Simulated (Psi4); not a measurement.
# SiH3Br (SiBrH3), run twice

Aim: energy and one-electron properties of SiH3Br (SiBrH3) at SVWN-RPA/cc-pVDZ-DK (sfX2C, density fitting).

Program for the calculation: Psi4 1.11.

3 further runs of the same task are left out: 3 set aside as unsound or not needed.

## Step 1: The system as given

SiH3Br has 5 atoms, charge 0, and is taken as a singlet. SMILES: `[H][Si]([H])([H])Br`. The coordinates come from a GFN2-xTB relaxation.

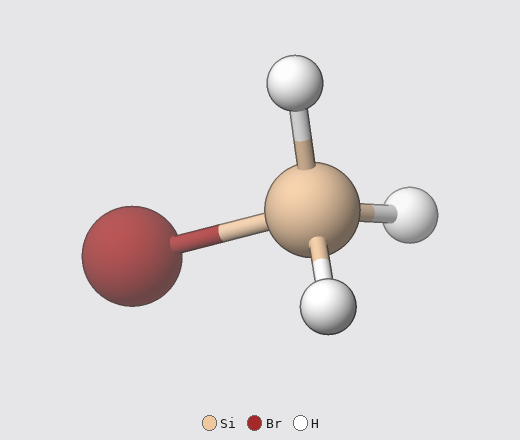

The structure, seen from a chosen angle (silicon light orange, bromine red, hydrogen white).

## Step 2: Try one

Contents of brh3si.dat:

```
memory 1600 MB

molecule molecule1 {
  Si    -0.00315584     0.00355269    -0.39196699
  Br     0.02486880    -0.03732209     3.78478128
  H      2.63817105     0.02059801    -1.14600551
  H     -1.33773712     2.29749123    -1.09999068
  H     -1.32214688    -2.28433873    -1.14683699
  units bohr
}

set basis cc-pVDZ-DK
set reference rks
set scf_type df
set relativistic x2c

e_tot, wfn = energy("svwn-d3(bj)", return_wfn=True)
oeprop(wfn, "WIBERG_LOWDIN_INDICES", "DIPOLE", "MBIS_CHARGES", "NO_OCCUPATIONS", title="SVWN-D3(BJ)")
```

Launch:

```sh
psi4 -n 1 brh3si.dat brh3si.out
```

brh3si.out:

```text
Psi4 1.11 release

Printing out the relevant lines from the Psithon --> Python processed input file:
    core.IO.set_default_namespace("molecule1")
    core.set_global_option("BASIS", "cc-pVDZ-DK")
    core.set_global_option("REFERENCE", "rks")
    core.set_global_option("SCF_TYPE", "df")
    core.set_global_option("RELATIVISTIC", "x2c")
--> e_tot, wfn = energy("svwn-d3(bj)", return_wfn=True)
    oeprop(wfn, "WIBERG_LOWDIN_INDICES", "DIPOLE", "MBIS_CHARGES", "NO_OCCUPATIONS", title="SVWN-D3(BJ)")

!----------------------------------------------------------------------------------!
!                                                                                  !
!  Method=svwn-d3(bj) is not available for any derivative level. Some methods need !
!     "dftd4-python>=3.5" gcp-correction -c conda-forge` . Did you mean?           !
!     scan-d3(bj)                                                                  !
!                                                                                  !
!----------------------------------------------------------------------------------!

    Psi4 run time: 0:00:00.11
```

Wall time 0.98 s (1 thread of AMD EPYC 9R45 (Zen 5), shared host); peak memory 0.14 GiB.

## Step 3: Diagnosis

The input was rejected.

The log says `Method=svwn-d3(bj) is not available for any derivative level. Some methods need`. The fault: unsupported dispersion. To mend it: dispersion none in place of D3(BJ).

## Step 4: Try two

Contents of input.inp:

```
memory 1.6 GB

molecule molecule1 {
  Si    -0.00315584     0.00355269    -0.39196699
  Br     0.02486880    -0.03732209     3.78478128
  H      2.63817105     0.02059801    -1.14600551
  H     -1.33773712     2.29749123    -1.09999068
  H     -1.32214688    -2.28433873    -1.14683699
  units bohr
}

set basis cc-pVDZ-DK
set reference rks
set scf_type df
set relativistic x2c

energy_value, wavefunction = energy("svwn", return_wfn=True)
oeprop(wavefunction, "WIBERG_LOWDIN_INDICES", "DIPOLE", "MBIS_CHARGES", "NO_OCCUPATIONS")
print_variables()
```

Launch:

```sh
psi4 input.inp input.out -n 1
```

input.out:

```text
[...]
  Running in c1 symmetry.
[...]
  Nuclear repulsion =  152.061548387040659
[...]
  Multiplicity = 1
[...]
  Nalpha       = 26
  Nbeta        = 26
[...]
    Number of basis functions: 60
[...]
    WARNING: The X2C and Dirac Hamiltonians have substatially different eigenvalues!
             This is probably caused by the recontraction of the basis set.
[...]
   @DF-RKS iter   1: -2894.00086002854414   -1.25107e+00   1.22336e-02 DIIS/ADIIS
[...]
   @DF-RKS iter   8: -2894.23168128874067   -6.14591e-09   3.79806e-07 DIIS
[...]
    Orbital Energies [Eh]
    ---------------------
    Doubly Occupied:
       1A   -487.947657     2A    -65.319341     3A    -63.527268
       4A    -56.105037     5A    -56.102277     6A    -56.102277
       7A     -8.681422     8A     -6.341269     9A     -6.331755
      10A     -6.331752    11A     -5.098433    12A     -3.517657
      13A     -3.513346    14A     -3.513346    15A     -2.438316
      16A     -2.435631    17A     -2.435629    18A     -2.428447
      19A     -2.428424    20A     -0.755096    21A     -0.525662
      22A     -0.360943    23A     -0.360912    24A     -0.350897
      25A     -0.273886    26A     -0.273850
[...]
  @DF-RKS Final Energy: -2894.23168128874067
   => Energetics <=
    Nuclear Repulsion Energy =            152.0615483870406592
    One-Electron Energy =               -4330.1001898866452393
    Two-Electron Energy =                1395.0012684661578533
    DFT Exchange-Correlation Energy =    -111.1943082552937341
    Empirical Dispersion Energy =           0.0000000000000000
    VV10 Nonlocal Energy =                  0.0000000000000000
    Total Energy =                      -2894.2316812887406741
[...]
 Multipole Moments:
 ------------------------------------------------------------------------------------
     Multipole            Electronic (a.u.)      Nuclear  (a.u.)        Total (a.u.)
 ------------------------------------------------------------------------------------
 L = 1.  Multiply by 2.5417464519 to convert [e a0] to [Debye]
 Dipole X            :          0.0673745           -0.0718287           -0.0044541
 Dipole Y            :         -0.1016892            0.1075018            0.0058126
 Dipole Z            :         10.2969019          -10.9102759           -0.6133740
 Magnitude           :                                                    0.6134177
[...]
```

Run time: 8.7 s. Hardware: 1 thread of AMD EPYC 9R45 (Zen 5), shared host; peak memory 0.37 GiB.

Atomic charges (e):

```
atom    MBIS
 Si1  +0.723
 Br2  -0.296
  H3  -0.142
  H4  -0.142
  H5  -0.142
```

## Step 5: Results

Level: SVWN-RPA/cc-pVDZ-DK (sfX2C, density fitting).

| quantity | value |
| --- | --- |
| total energy | -2894.23168 Eh |
| dipole moment | 1.56 D |
| HOMO energy | -7.45 eV |
| LUMO energy | -1.70 eV |
| HOMO–LUMO gap | 5.76 eV |
